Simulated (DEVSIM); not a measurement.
Structure: Schottky contact on n-type GaP, at 400 K.

| layer (left to right) | material | thickness (μm) | Nd (cm⁻³) | τn (s) | τp (s) |
|---|---|---|---|---|---|
| 1 | GaP | 3.10 | 2.1e17 | 1.3e-7 | 1.3e-7 |
| 2 | GaP | 9.60 | 9.6e17 | 1.3e-7 | 1.3e-7 |

Left contact: Schottky, work function 5.31 eV, emission velocity 2e6 cm/s. Right contact: ohmic. Voltage is applied to the left contact. Recombination: SRH at mid-gap, radiative. Mobility is constant in doping.

The device is made up for the run: typed textbook-type constants, with dimensions and the other settings drawn at random. Values at 300 K; Nc and Nv go as T^1.5, mobilities as T to minus their exponent, the gap by Varshni's rule with the affinity fixed.

| parameter | GaP |
|---|---|
| gap (eV) | 2.26 |
| affinity (eV) | 3.8 |
| permittivity | 11.1 |
| Nc (cm⁻³) | 1.8e19 |
| Nv (cm⁻³) | 1.9e19 |
| μn (cm²/Vs) | 250 |
| μp (cm²/Vs) | 150 |
| T exponent of μn | 1.6 |
| T exponent of μp | 1.98 |
| B (cm³/s) | 1e-13 |
| Varshni α (eV/K) | 0.00058 |
| Varshni β (K) | 372 |

DEVSIM, 1D drift-diffusion, Boltzmann statistics, complete ionisation; no tunnelling, impact ionisation, image-force lowering or self-heating. Metal contacts follow the ideal Schottky-Mott rule: no Fermi-level pinning, no interface dipoles.

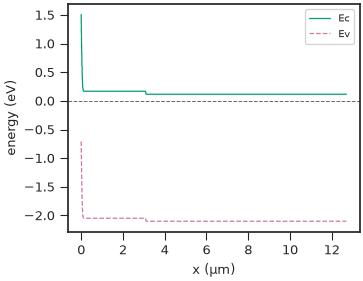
Fig. 1. Band edges at zero bias

Energies count from the Fermi level of the right contact; mesh points crowd at the junctions.

| x (μm) | Ec (eV) | Ev (eV) | n (cm⁻³) | p (cm⁻³) | field (V/cm) |
|---|---|---|---|---|---|
| 0.000 | 1.510 | -0.707 | < 1e2 | 3.6e10 | -300000 |
| 0.03009 | 0.765 | -1.453 | 6.4e9 | < 1e2 | -200000 |
| 0.1023 | 0.173 | -2.044 | 1.8e17 | < 1e2 | -5100 |
| 0.2585 | 0.168 | -2.049 | 2.1e17 | < 1e2 | ≈ 0 |
| 0.8469 | 0.168 | -2.049 | 2.1e17 | < 1e2 | ≈ 0 |
| 1.837 | 0.168 | -2.049 | 2.1e17 | < 1e2 | ≈ 0 |
| 2.548 | 0.168 | -2.049 | 2.1e17 | < 1e2 | ≈ 0 |
| 2.937 | 0.168 | -2.049 | 2.1e17 | < 1e2 | ≈ 0 |
| 3.041 | 0.168 | -2.049 | 2.1e17 | < 1e2 | -79 |
| 3.088 | 0.159 | -2.059 | 2.8e17 | < 1e2 | -9900 |
| 3.112 | 0.117 | -2.100 | 9.2e17 | < 1e2 | -3300 |
| 3.184 | 0.116 | -2.102 | 9.6e17 | < 1e2 | ≈ 0 |
| 3.330 | 0.116 | -2.102 | 9.6e17 | < 1e2 | ≈ 0 |
| 3.649 | 0.116 | -2.102 | 9.6e17 | < 1e2 | ≈ 0 |
| 4.792 | 0.116 | -2.102 | 9.6e17 | < 1e2 | ≈ 0 |
| 7.102 | 0.116 | -2.102 | 9.6e17 | < 1e2 | ≈ 0 |
| 10.10 | 0.116 | -2.102 | 9.6e17 | < 1e2 | ≈ 0 |
| 11.61 | 0.116 | -2.102 | 9.6e17 | < 1e2 | ≈ 0 |
| 12.35 | 0.116 | -2.102 | 9.6e17 | < 1e2 | ≈ 0 |
| 12.56 | 0.116 | -2.102 | 9.6e17 | < 1e2 | ≈ 0 |
| 12.65 | 0.116 | -2.102 | 9.6e17 | < 1e2 | ≈ 0 |
| 12.70 | 0.116 | -2.102 | 9.6e17 | < 1e2 | ≈ 0 |
